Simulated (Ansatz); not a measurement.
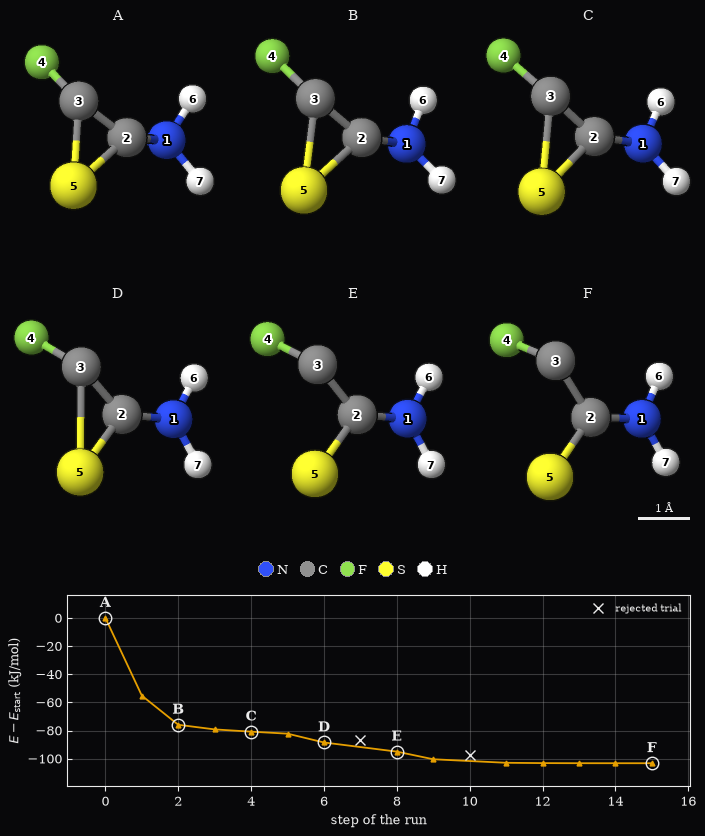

Frames of a relaxation of C2H2FNS, marked on the history of the run. A ball-and-stick model, seen at a tilt.

The run prepares an end point of a later path (inversion) calculation, from a guessed geometry.

Computed with RKS B3LYP-D4/def2-mTZVP in Ansatz 0.2.0.

Input
```yaml
crystal:
  periodic: [false, false, false]
  atoms:
    - { symbol: "N", position_ang: [-0.5416, 0.8763, 0.39] }
    - { symbol: C, position_ang: [0.2961, 0.0563, -0.1462] }
    - { symbol: C, position_ang: [0.5889, -1.2196, -0.201] }
    - { symbol: F, position_ang: [-0.2398, -2.1473, 0.0207] }
    - { symbol: S, position_ang: [1.0209, -0.3322, -1.6324] }
    - { symbol: H, position_ang: [-0.7192, 0.8106, 1.3772] }
    - { symbol: H, position_ang: [-0.344, 1.8878, 0.1461] }
basis:
  gaussian: { orbitals: def2-mTZVP }
hamiltonian:
  xc: b3lyp
  dispersion: d4
relax:
  f_tol: 0.015
  max_steps: 40
```

Launched with:
```bash
ansatz run input.yaml --threads 2 --pin off --max-ram 3072MiB --backend cpu --events-out ev --progress --plain --runs-dir out
```

Q: Describe the path.

A: After 13 accepted moves (15 points after the start) the energy has fallen by 103.2 kJ/mol. The largest force component goes from 4.8 to 0.0094 eV/Å. The line search rejected the trial steps at points 7, 10 of the run. The atom that moves furthest after the best rigid fit is C3 (0.39 Å). Largest moves by element: C 0.39 Å, S 0.30 Å, N 0.21 Å, F 0.15 Å, H 0.12 Å. Among the contacts that change: C3–S5 1.739 → 2.338 Å, C2–C3 1.310 → 1.445 Å, C3–F4 1.264 → 1.348 Å, N1–H7 1.059 → 1.011 Å. Bonds break, among them: C3–S5 (1.74 → 2.34 Å). Bond angles that change, for instance: C3–C2–S5 69.2° → 97.3°, C2–C3–F4 124.1° → 110.2°, N1–C2–C3 141.5° → 129.7°. From step 0 to 2: F and H atoms move most (0.17 Å), energy −75.9 kJ/mol. From step 2 to 4: F4 moves most (0.10 Å), energy −4.88 kJ/mol. From step 4 to 6: H7 moves most (0.25 Å), energy −7.69 kJ/mol. From step 6 to 8: F4 moves most (0.06 Å), energy −6.50 kJ/mol. From step 8 to 15: F4 moves most (0.12 Å), energy −8.25 kJ/mol.

```csv
step,"E − E(0), kJ/mol","largest force component, eV/Å",note
0,0.00,4.7642,
1,-55.20,2.5251,
2,-75.90,0.4578,
3,-79.18,0.6064,
4,-80.79,0.3491,
5,-82.21,0.3968,
6,-88.47,1.0855,
7,-86.58,2.3251,rejected
8,-94.97,1.0312,
9,-100.40,0.7691,
10,-97.52,0.8329,rejected
11,-102.91,0.2513,
12,-103.14,0.1208,
13,-103.21,0.0375,
14,-103.22,0.0497,
15,-103.22,0.0094,
```
